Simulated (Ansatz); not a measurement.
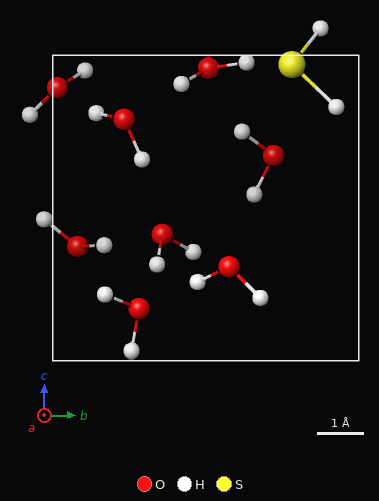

Starting frame of a dynamics run of a periodic cell with 8 H2O + 1 SH2 at 0.986 g/cm³. Style: ball-and-stick. Shown: the simulation cell, along the a axis.

All numbers below come from Ansatz 0.2.0, DFT r2SCAN-D3(BJ), scalar-relativistic, plane waves, PAW.

Input file:
```yaml
accuracy: low
crystal:
  lattice:
    - [6.69433, 0.0, 0.0]
    - [0.0, 6.69433, 0.0]
    - [0.0, 0.0, 6.69433]
  atoms:
    - { symbol: O, position: [0.99905854, 0.57617222, 0.30799028] }
    - { symbol: H, position: [0.99351554, 0.67854398, 0.20613511] }
    - { symbol: H, position: [0.90756937, 0.4735376, 0.25797699] }
    - { symbol: O, position: [0.40361267, 0.35775914, 0.41349275] }
    - { symbol: H, position: [0.51130946, 0.34099371, 0.31524684] }
    - { symbol: H, position: [0.31603731, 0.45934752, 0.3563446] }
    - { symbol: O, position: [0.05206417, 0.08082809, 0.37438482] }
    - { symbol: H, position: [0.16949257, 0.16802641, 0.37821754] }
    - { symbol: H, position: [0.08776019, -0.02904638, 0.463096] }
    - { symbol: O, position: [0.5377186, 0.2326839, 0.79050662] }
    - { symbol: H, position: [0.42352233, 0.1420639, 0.81025705] }
    - { symbol: H, position: [0.51592737, 0.2915467, 0.65886514] }
    - { symbol: O, position: [0.27986882, 0.50876184, -0.04265122] }
    - { symbol: H, position: [0.35153882, 0.63361006, -0.0238742] }
    - { symbol: H, position: [0.38477174, 0.42033887, -0.0942286] }
    - { symbol: O, position: [1.0587523, 0.7220485, 0.67180345] }
    - { symbol: H, position: [1.02052966, 0.65884529, 0.54406155] }
    - { symbol: H, position: [1.1262596, 0.61863003, 0.74988538] }
    - { symbol: O, position: [0.73879166, 0.28176618, 0.17096174] }
    - { symbol: H, position: [0.69972807, 0.2571307, 0.03284114] }
    - { symbol: H, position: [0.81970979, 0.1702702, 0.21716018] }
    - { symbol: O, position: [0.21841264, 0.01472309, 0.89380856] }
    - { symbol: H, position: [0.12047275, 0.10514458, 0.94976737] }
    - { symbol: H, position: [0.144407, -0.07515113, 0.80501749] }
    - { symbol: S, position: [0.70819668, 0.78192644, 0.96954053] }
    - { symbol: H, position: [0.57301654, 0.87550655, 1.08760301] }
    - { symbol: H, position: [0.69723773, 0.92703391, 0.83086259] }
basis:
  ecutwfc: 500.0
kpoints:
  mp_grid: { grid: [1, 1, 1] }
hamiltonian:
  xc: r2scan
  dispersion: d3bj
scf:
  occupations: { method: fermi_dirac, width: 0.05 }
  lower_state_search: "off"
md:
  timestep: 0.5
  n_steps: 70
  ensemble: nvt_langevin
  temperature: 300.0
  initial_velocities: maxwell_boltzmann
  seed: 70717
  friction: 0.02
  masses: [{ species: H, mass: 2.014 }]
```

Launched with:
```bash
ansatz run input.yaml --threads 1 --pin off --max-ram 3072MiB --backend cpu --events-out ev --progress --plain --runs-dir out
```

### Predict how the run goes.

Over the second half the temperature averages 213 K (spread ±19 K). The potential energy is still drifting at the end, so the run hasn't reached equilibrium. The potential energy in the second half lies on average 17.3 meV per atom above the first frame. In the second half of the run the atoms are, in the root-mean-square, this far from where they began (common drift taken out): H 0.23 Å, S 0.15 Å, O 0.14 Å. The heavy atoms stay within a fraction of a molecule's size of their starting places; so short a run doesn't tell a liquid from a solid.

Along the run (each row but the first and the last is the mean over the interval that it begins):

```
time (fs)  potential energy (meV/atom)  T (K)
      0.0                          0.0    289
      3.5                         10.1    211
      7.0                         14.2    184
     10.5                         12.6    213
     14.0                         15.8    198
     17.5                         15.9    214
     21.0                         15.4    230
     24.5                         15.2    223
     28.0                         18.3    192
     31.5                         21.1    201
     35.0                         20.4    223
```

The paths of the atoms, magnified 2 times:

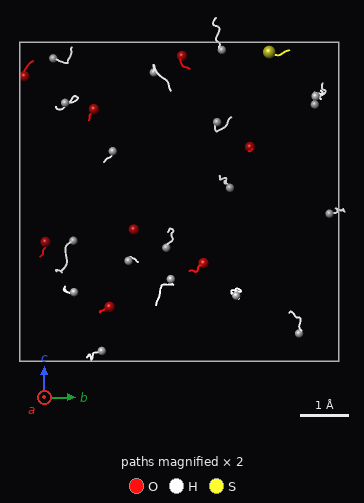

Limits of the set-up: the program's low-accuracy preset was used; masses were changed (H 2.014 u), which shifts the vibrations; the periodic images lie only 6.7 Å apart, so the values are limited by the cell's size.

The run took 13 min on 1 thread of Arm Neoverse V1 (shared host), peak memory 0.6 GiB.
